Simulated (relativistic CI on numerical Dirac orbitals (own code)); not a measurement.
# Co²²⁺: one ion under different settings

Aim: see what numerical and physical settings do to the SCF, the total energy and the lowest levels of Co²²⁺.

The numbers are computed with relativistic CI on numerical Dirac orbitals (own code) version 3 (Dirac-Coulomb-Breit CI, KLI orbitals optimised for each configuration, model QED (radiative potential, 1s self-energy scaled to tabulated hydrogen-like ionisation energies), numerical settings as typed), except any that are marked as measured or tabulated.

## (1) Starting point

```
ion            : Co²²⁺ (Co XXIII)
nuclear charge : 27
electrons      : 5
isotope        : A = 59
```

## (2) The usual input

Settings, as recorded:

```ini
atom Co  Z=27  charge=22  electrons=5
nucleus A=59  rms_radius_fm=3.7875
hamiltonian dirac-coulomb  breit=on  qed=on  c_scale=1
orbitals kli  potential=per-configuration
slater_scale 1
correlation none
mixing on
grid step=0.0125 r_max=4.9
scf mixing=0.4 start=green max_iterations=150 tolerance=2e-08 node_fill=0.05
configurations
  [He] 2s2 2p
  [He] 2s 2p2
  [He] 2p3
  [He] 2p2 3s
  [He] 2p2 3p
end
```

Started as:

```bash
$ python run_levels.py task.json out
```

The settings of every run stand in task.json; they run in order.

The program writes no log. Results of the run, from its result record (rounded, main fields):

```text
{
  "status": "converged",
  "levels [i, E_cm, J2, conf, term, w_term, w_jj]": [
    [0, 0, 1, "2s2 2p", "2P*", 0.9793, 0.9793],
    [1, 139543.1, 3, "2s2 2p", "2P*", 0.9749, 0.9749],
    [2, 424624.46, 1, "2s 2p2", "4P", 0.9545, 0.6405],
    [3, 491910.63, 3, "2s 2p2", "4P", 0.9916, 0.9379],
    [4, 553493.2, 5, "2s 2p2", "4P", 0.9332, 0.591],
    [5, 794504.92, 3, "2s 2p2", "2D", 0.9423, 0.8339],
    [6, 823853.87, 5, "2s 2p2", "2D", 0.9332, 0.591],
    [7, 913000.82, 1, "2s 2p2", "2P", 0.6039, 0.5448],
    [8, 1058949.9, 1, "2s 2p2", "2S", 0.5955, 0.7972],
    [9, 1077468.8, 3, "2s 2p2", "2P", 0.9431, 0.7718],
    [10, 1336930.4, 3, "2p3", "4S*", 0.889, 0.5334],
    [11, 1494933.1, 3, "2p3", "2D*", 0.804, 0.6256],
    [12, 1532429.6, 5, "2p3", "2D*", 1, 1],
    [13, 1684224.9, 1, "2p3", "2P*", 0.9793, 0.9793],
    "... 16 more rows left out ..."
  ],
  "total_energy [Ha]": -950.09263252,
  "n_levels_all": 44,
  "overlap": 2.86455e-12,
  "scf_iterations": [9, 8, 8, 8, 8],
  "orbital_energies [Ha]": {"1s": -331.526, "2s": -74.7641, "2p1/2": -72.2086, "2p3/2": -71.5146},
  "configurations [conf, odd, states, E_av_Ha, breit_Ha, qed_Ha]": [
    ["2s2 2p", 1, 6, -950.190977, 0.3342, 0.3568],
    ["2s 2p2", 0, 30, -947.3482568, 0.3382, 0.3375],
    ["2p3", 1, 20, -943.7632128, 0.3458, 0.3183],
    ["2p2 3s", 0, 30, -904.7249788, 0.3202, 0.3233],
    ["2p2 3p", 1, 90, -903.8267641, 0.3215, 0.3181]
  ],
  "scf_steps of the first configuration [iteration, E_Ha, residual, outer_eigenvalue_Ha]": [
    [1, -948.5147008, 1.54, -84.39],
    [2, -949.5982732, 0.913, -78.97],
    [3, -950.1909865, 0.0167, -71.67],
    [4, -950.1908891, 0.0132, -71.64],
    [5, -950.1909767, 3.96e-05, -71.51],
    [6, -950.1909767, 1.98e-05, -71.51],
    [7, -950.190977, 1.72e-07, -71.51],
    [8, -950.190977, 9.91e-08, -71.51],
    [9, -950.190977, 2.3e-10, -71.51]
  ]
}
```

It took 0.084 s on 1 thread, shared host.

## (3) Potential mixing 0.9, node fill 0, nuclear radius 3.4087

Settings, as recorded:

```ini
atom Co  Z=27  charge=22  electrons=5
nucleus A=59  rms_radius_fm=3.4087
hamiltonian dirac-coulomb  breit=on  qed=on  c_scale=1
orbitals kli  potential=per-configuration
slater_scale 1
correlation none
mixing on
grid step=0.0125 r_max=4.9
scf mixing=0.9 start=green max_iterations=150 tolerance=2e-08 node_fill=0
configurations
  [He] 2s2 2p
  [He] 2s 2p2
  [He] 2p3
  [He] 2p2 3s
  [He] 2p2 3p
end
```

From the record:

```text
{
  "status": "converged",
  "levels [i, E_cm, J2, conf, term, w_term]": [
    [0, 0, 1, "2s2 2p", "2P*", 0.9793],
    [1, 139512.39, 3, "2s2 2p", "2P*", 0.9748],
    [2, 424602.59, 1, "2s 2p2", "4P", 0.9546],
    [3, 491874.36, 3, "2s 2p2", "4P", 0.9916],
    [4, 553449.55, 5, "2s 2p2", "4P", 0.9332],
    [5, 794497.1, 3, "2s 2p2", "2D", 0.9423],
    [6, 823837.62, 5, "2s 2p2", "2D", 0.9332],
    [7, 912997.8, 1, "2s 2p2", "2P", 0.6042],
    "... 22 more rows left out ..."
  ],
  "total_energy [Ha]": -950.09317939,
  "n_levels_all": 44,
  "overlap": 2.86476e-12,
  "scf_iterations": [7, 6, 6, 6, 6],
  "orbital_energies [Ha]": {"1s": -331.698, "2s": -74.7659, "2p1/2": -72.2281, "2p3/2": -71.5325},
  "configurations [conf, odd, states, E_av_Ha, breit_Ha, qed_Ha]": [
    ["2s2 2p", 1, 6, -950.1917536, 0.3343, 0.3569],
    ["2s 2p2", 0, 30, -947.3490567, 0.3383, 0.3376],
    ["2p3", 1, 20, -943.7640131, 0.3458, 0.3183],
    ["2p2 3s", 0, 30, -904.726043, 0.3203, 0.3234],
    ["2p2 3p", 1, 90, -903.8277342, 0.3216, 0.3181]
  ],
  "scf_steps of the first configuration [iteration, E_Ha, residual, outer_eigenvalue_Ha]": [
    [1, -948.5156159, 1.53, -84.39],
    [2, -950.1831042, 0.105, -72.5],
    [3, -950.1917523, 0.00295, -71.56],
    [4, -950.1917533, 1.49e-05, -71.53],
    [5, -950.1917536, 9.11e-07, -71.53],
    [6, -950.1917536, 2.55e-08, -71.53],
    [7, -950.1917536, 8.21e-11, -71.53]
  ]
}
```

Wall time 0.08 s (1 thread, shared host).

The changed nuclear radius is not that of the isotope named.

## (4) Nuclear radius 4.9238, grid step 0.03

Settings, as recorded:

```ini
atom Co  Z=27  charge=22  electrons=5
nucleus A=59  rms_radius_fm=4.9238
hamiltonian dirac-coulomb  breit=on  qed=on  c_scale=1
orbitals kli  potential=per-configuration
slater_scale 1
correlation none
mixing on
grid step=0.03 r_max=4.9
scf mixing=0.4 start=green max_iterations=150 tolerance=2e-08 node_fill=0.05
configurations
  [He] 2s2 2p
  [He] 2s 2p2
  [He] 2p3
  [He] 2p2 3s
  [He] 2p2 3p
end
```

From the record:

```text
{
  "status": "converged",
  "levels [i, E_cm, J2, conf, term, w_term]": [
    [0, 0, 1, "2s2 2p", "2P*", 0.9793],
    [1, 139542.68, 3, "2s2 2p", "2P*", 0.9749],
    [2, 424588.53, 1, "2s 2p2", "4P", 0.9545],
    [3, 491874.65, 3, "2s 2p2", "4P", 0.9916],
    [4, 553457.15, 5, "2s 2p2", "4P", 0.9332],
    [5, 794468.29, 3, "2s 2p2", "2D", 0.9423],
    [6, 823817.29, 5, "2s 2p2", "2D", 0.9332],
    [7, 912963.6, 1, "2s 2p2", "2P", 0.6039],
    "... 22 more rows left out ..."
  ],
  "total_energy [Ha]": -950.08925011,
  "n_levels_all": 44,
  "overlap": 1.2364e-09,
  "scf_iterations": [9, 8, 8, 8, 8],
  "orbital_energies [Ha]": {"1s": -331.524, "2s": -74.764, "2p1/2": -72.2087, "2p3/2": -71.5147},
  "configurations [conf, odd, states, E_av_Ha, breit_Ha, qed_Ha]": [
    ["2s2 2p", 1, 6, -950.1875665, 0.3342, 0.3568],
    ["2s 2p2", 0, 30, -947.3450202, 0.3382, 0.3375],
    ["2p3", 1, 20, -943.7601501, 0.3458, 0.3183],
    ["2p2 3s", 0, 30, -904.7218642, 0.3202, 0.3233],
    ["2p2 3p", 1, 90, -903.8236974, 0.3215, 0.3181]
  ],
  "scf_steps of the first configuration [iteration, E_Ha, residual, outer_eigenvalue_Ha]": [
    [1, -948.5112961, 1.54, -84.39],
    [2, -949.5948648, 0.913, -78.97],
    [3, -950.1872726, 0.0288, -71.78],
    [4, -950.1874132, 0.0112, -71.58],
    [5, -950.1875662, 3.23e-05, -71.51],
    [6, -950.1875662, 3.76e-05, -71.51],
    [7, -950.1875665, 4.3e-07, -71.51],
    [8, -950.1875665, 2.56e-07, -71.51],
    [9, -950.1875665, 1.02e-09, -71.51]
  ]
}
```

It took 0.056 s on 1 thread, shared host.

The changed nuclear radius is not that of the isotope named.

## (5) Node fill 0.01

Settings, as recorded:

```ini
atom Co  Z=27  charge=22  electrons=5
nucleus A=59  rms_radius_fm=3.7875
hamiltonian dirac-coulomb  breit=on  qed=on  c_scale=1
orbitals kli  potential=per-configuration
slater_scale 1
correlation none
mixing on
grid step=0.0125 r_max=4.9
scf mixing=0.4 start=green max_iterations=150 tolerance=2e-08 node_fill=0.01
configurations
  [He] 2s2 2p
  [He] 2s 2p2
  [He] 2p3
  [He] 2p2 3s
  [He] 2p2 3p
end
```

From the record:

```text
{
  "status": "converged",
  "levels [i, E_cm, J2, conf, term, w_term]": [
    [0, 0, 1, "2s2 2p", "2P*", 0.9793],
    [1, 139518.73, 3, "2s2 2p", "2P*", 0.9748],
    [2, 424600.31, 1, "2s 2p2", "4P", 0.9546],
    [3, 491875.04, 3, "2s 2p2", "4P", 0.9916],
    [4, 553451.73, 5, "2s 2p2", "4P", 0.9332],
    [5, 794491.83, 3, "2s 2p2", "2D", 0.9423],
    [6, 823834.1, 5, "2s 2p2", "2D", 0.9332],
    [7, 912991.44, 1, "2s 2p2", "2P", 0.6041],
    "... 22 more rows left out ..."
  ],
  "total_energy [Ha]": -950.09235336,
  "n_levels_all": 44,
  "overlap": 2.86529e-12,
  "scf_iterations": [9, 8, 8, 8, 8],
  "orbital_energies [Ha]": {"1s": -331.662, "2s": -74.7656, "2p1/2": -72.2242, "2p3/2": -71.5289},
  "configurations [conf, odd, states, E_av_Ha, breit_Ha, qed_Ha]": [
    ["2s2 2p", 1, 6, -950.1908752, 0.3343, 0.3569],
    ["2s 2p2", 0, 30, -947.3482067, 0.3383, 0.3375],
    ["2p3", 1, 20, -943.7631979, 0.3458, 0.3183],
    ["2p2 3s", 0, 30, -904.7251632, 0.3203, 0.3234],
    ["2p2 3p", 1, 90, -903.826883, 0.3216, 0.3181]
  ],
  "scf_steps of the first configuration [iteration, E_Ha, residual, outer_eigenvalue_Ha]": [
    [1, -948.5147008, 1.53, -84.39],
    [2, -949.5949076, 0.909, -78.98],
    [3, -950.1908321, 0.0179, -71.7],
    [4, -950.1907292, 0.00795, -71.6],
    [5, -950.1908789, 0.000237, -71.53],
    [6, -950.1908749, 1.84e-05, -71.53],
    [7, -950.1908752, 4.56e-07, -71.53],
    [8, -950.1908752, 3.2e-07, -71.53],
    [9, -950.1908752, 1.09e-08, -71.53]
  ]
}
```

It took 0.083 s on 1 thread, shared host.

## (6) Grid step 0.04

The settings differ from step 5 so:

```diff
@@ -7,4 +7,4 @@
 mixing on
-grid step=0.0125 r_max=4.9
-scf mixing=0.4 start=green max_iterations=150 tolerance=2e-08 node_fill=0.01
+grid step=0.04 r_max=4.9
+scf mixing=0.4 start=green max_iterations=150 tolerance=2e-08 node_fill=0.05
 configurations
```

From the record:

```text
{
  "status": "converged",
  "levels [i, E_cm, J2, conf, term, w_term]": [
    [0, 0, 1, "2s2 2p", "2P*", 0.9793],
    [1, 139543.12, 3, "2s2 2p", "2P*", 0.9749],
    [2, 424624.33, 1, "2s 2p2", "4P", 0.9545],
    [3, 491910.52, 3, "2s 2p2", "4P", 0.9916],
    [4, 553493.09, 5, "2s 2p2", "4P", 0.9332],
    [5, 794504.78, 3, "2s 2p2", "2D", 0.9423],
    [6, 823853.74, 5, "2s 2p2", "2D", 0.9332],
    [7, 913000.66, 1, "2s 2p2", "2P", 0.6039],
    "... 22 more rows left out ..."
  ],
  "total_energy [Ha]": -950.09249156,
  "n_levels_all": 44,
  "overlap": 9.4169e-09,
  "scf_iterations": [9, 8, 8, 8, 8],
  "orbital_energies [Ha]": {"1s": -331.526, "2s": -74.7641, "2p1/2": -72.2086, "2p3/2": -71.5146},
  "configurations [conf, odd, states, E_av_Ha, breit_Ha, qed_Ha]": [
    ["2s2 2p", 1, 6, -950.1908396, 0.3342, 0.3568],
    ["2s 2p2", 0, 30, -947.3481199, 0.3382, 0.3375],
    ["2p3", 1, 20, -943.7630764, 0.3458, 0.3183],
    ["2p2 3s", 0, 30, -904.724848, 0.3202, 0.3234],
    ["2p2 3p", 1, 90, -903.826634, 0.3215, 0.3181]
  ],
  "scf_steps of the first configuration [iteration, E_Ha, residual, outer_eigenvalue_Ha]": [
    [1, -948.5145631, 1.54, -84.39],
    [2, -949.5981357, 0.913, -78.97],
    [3, -950.1904062, 0.0323, -71.81],
    [4, -950.1903308, 0.0236, -71.69],
    [5, -950.1908393, 3.86e-05, -71.51],
    [6, -950.1908393, 3.69e-05, -71.51],
    [7, -950.1908396, 5.54e-07, -71.51],
    [8, -950.1908396, 3.32e-07, -71.51],
    [9, -950.1908396, 6.99e-10, -71.51]
  ]
}
```

It took 0.051 s on 1 thread, shared host.

## (7) Potential mixing 0.001

The settings differ from step 6 so:

```diff
@@ -7,4 +7,4 @@
 mixing on
-grid step=0.04 r_max=4.9
-scf mixing=0.4 start=green max_iterations=150 tolerance=2e-08 node_fill=0.05
+grid step=0.0125 r_max=4.9
+scf mixing=0.001 start=green max_iterations=54 tolerance=2e-08 node_fill=0.05
 configurations
```

From the record:

```text
{
  "status": "converged",
  "levels [i, E_cm, J2, conf, term, w_term]": [
    [0, 0, 1, "2s2 2p", "2P*", 0.9793],
    [1, 139543.1, 3, "2s2 2p", "2P*", 0.9749],
    [2, 424624.46, 1, "2s 2p2", "4P", 0.9545],
    [3, 491910.63, 3, "2s 2p2", "4P", 0.9916],
    [4, 553493.2, 5, "2s 2p2", "4P", 0.9332],
    [5, 794504.92, 3, "2s 2p2", "2D", 0.9423],
    [6, 823853.87, 5, "2s 2p2", "2D", 0.9332],
    [7, 913000.82, 1, "2s 2p2", "2P", 0.6039],
    "... 22 more rows left out ..."
  ],
  "total_energy [Ha]": -950.09263253,
  "n_levels_all": 44,
  "overlap": 2.86237e-12,
  "scf_iterations": [12, 11, 11, 11, 11],
  "orbital_energies [Ha]": {"1s": -331.526, "2s": -74.7641, "2p1/2": -72.2086, "2p3/2": -71.5146},
  "configurations [conf, odd, states, E_av_Ha, breit_Ha, qed_Ha]": [
    ["2s2 2p", 1, 6, -950.190977, 0.3342, 0.3568],
    ["2s 2p2", 0, 30, -947.3482568, 0.3382, 0.3375],
    ["2p3", 1, 20, -943.7632128, 0.3458, 0.3183],
    ["2p2 3s", 0, 30, -904.7249788, 0.3202, 0.3233],
    ["2p2 3p", 1, 90, -903.8267641, 0.3215, 0.3181]
  ],
  "scf_steps of the first configuration [iteration, E_Ha, residual, outer_eigenvalue_Ha]": [
    [1, -948.5147008, 1.54, -84.39],
    [2, -948.5180398, 1.54, -84.37],
    [3, -950.1905681, 0.0406, -71.89],
    [4, -950.1906896, 0.0376, -71.87],
    [5, -950.1904906, 0.0384, -71.87],
    [6, -950.190976, 7.58e-05, -71.51],
    [7, -950.1909762, 8.56e-05, -71.51],
    [8, -950.190976, 7.84e-05, -71.51],
    [9, -950.190977, 2.5e-06, -71.51],
    [10, -950.190977, 1.69e-06, -71.51],
    [11, -950.190977, 1.48e-06, -71.51],
    [12, -950.190977, 4.04e-09, -71.51]
  ]
}
```

It took 0.1 s on 1 thread, shared host.

An extreme setting, but here it did no harm: energy and levels are those of the usual run.

## (8) Node fill 50

The settings differ from step 7 so:

```diff
@@ -8,3 +8,3 @@
 grid step=0.0125 r_max=4.9
-scf mixing=0.001 start=green max_iterations=54 tolerance=2e-08 node_fill=0.05
+scf mixing=0.4 start=green max_iterations=65 tolerance=2e-08 node_fill=50
 configurations
```

From the record:

```text
{
  "status": "converged",
  "levels [i, E_cm, J2, conf, term, w_term]": [
    [0, 0, 1, "2s2 2p", "2P*", 0.9795],
    [1, 140291.7, 3, "2s2 2p", "2P*", 0.975],
    [2, 418466.39, 1, "2s 2p2", "4P", 0.9535],
    [3, 486226.24, 3, "2s 2p2", "4P", 0.9913],
    [4, 547980.01, 5, "2s 2p2", "4P", 0.9317],
    [5, 787064.25, 3, "2s 2p2", "2D", 0.9422],
    [6, 816731.41, 5, "2s 2p2", "2D", 0.9318],
    [7, 904992.41, 1, "2s 2p2", "2P", 0.5942],
    "... 22 more rows left out ..."
  ],
  "total_energy [Ha]": -950.03909796,
  "n_levels_all": 44,
  "overlap": 2.80217e-12,
  "scf_iterations": [10, 11, 9, 9, 9],
  "orbital_energies [Ha]": {"1s": -327.477, "2s": -73.9423, "2p1/2": -70.9895, "2p3/2": -70.33},
  "configurations [conf, odd, states, E_av_Ha, breit_Ha, qed_Ha]": [
    ["2s2 2p", 1, 6, -950.12952, 0.3291, 0.3538],
    ["2s 2p2", 0, 30, -947.3167779, 0.3347, 0.3361],
    ["2p3", 1, 20, -943.7580604, 0.3447, 0.3183],
    ["2p2 3s", 0, 30, -904.6833145, 0.3181, 0.3227],
    ["2p2 3p", 1, 90, -903.8093082, 0.3203, 0.3181]
  ],
  "scf_steps of the first configuration [iteration, E_Ha, residual, outer_eigenvalue_Ha]": [
    [1, -948.5147008, 1.76, -84.39],
    [2, -949.7424685, 1.04, -78.46],
    [3, -950.1494797, 0.0612, -70.89],
    [4, -950.1490482, 0.0494, -70.78],
    [5, -950.1295079, 7.87e-05, -70.33],
    [6, -950.1294988, 9.35e-05, -70.33],
    [7, -950.1295193, 1.63e-06, -70.33],
    [8, -950.1295196, 9.22e-07, -70.33],
    [9, -950.12952, 2.65e-08, -70.33],
    [10, -950.12952, 1.63e-08, -70.33]
  ]
}
```

It took 0.088 s on 1 thread, shared host.

This setting is unsound; the numbers are not properties of the ion.

## (9) Comparison

| setting | total energy less usual (Ha) | largest shift of a level among the lowest eight of both runs, same label and place (cm⁻¹) | SCF iterations | time | lowest level | kind of change |
| --- | --- | --- | --- | --- | --- | --- |
| usual | 0 | 0 | 41 | 0.084 s | 2p 2P°1/2 | - |
| potential mixing 0.9, node fill 0, nuclear radius 3.4087 | -0.000547 | 43.6 | 31 | 0.08 s | 2p 2P°1/2 | unphysical constant |
| nuclear radius 4.9238, grid step 0.03 | 0.00338 | 37.2 | 41 | 0.056 s | 2p 2P°1/2 | unphysical constant |
| node fill 0.01 | 0.000279 | 41.5 | 41 | 0.083 s | 2p 2P°1/2 | numerical |
| grid step 0.04 | 0.000141 | 0.161 | 41 | 0.051 s | 2p 2P°1/2 | numerical |
| potential mixing 0.001 | 0 | 0 | 56 | 0.1 s | 2p 2P°1/2 | extreme, harmless here |
| node fill 50 | 0.0535 | 8010 | 48 | 0.088 s | 2p 2P°1/2 | unsound |

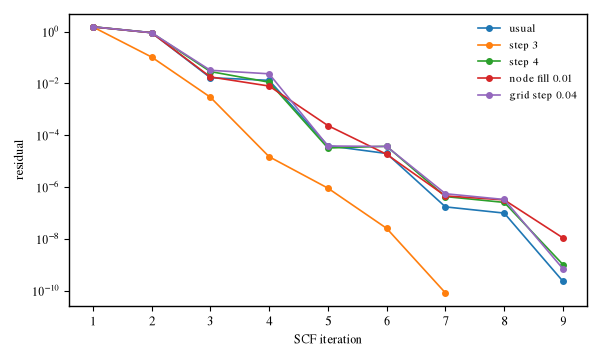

Residual of the first configuration's SCF.

## (10) Results

| quantity | value |
| --- | --- |
| lowest level, usual settings | 2p 2P°1/2 |
| total energy | -950.0926 Ha |
| first excitation | 139543 cm⁻¹ |

In words: Among the runs whose levels can be followed, they move most under «node fill 50» (unsound), by up to 8010 cm⁻¹. No visible change in the result comes from «potential mixing 0.001». Only the listed configurations are in the model.
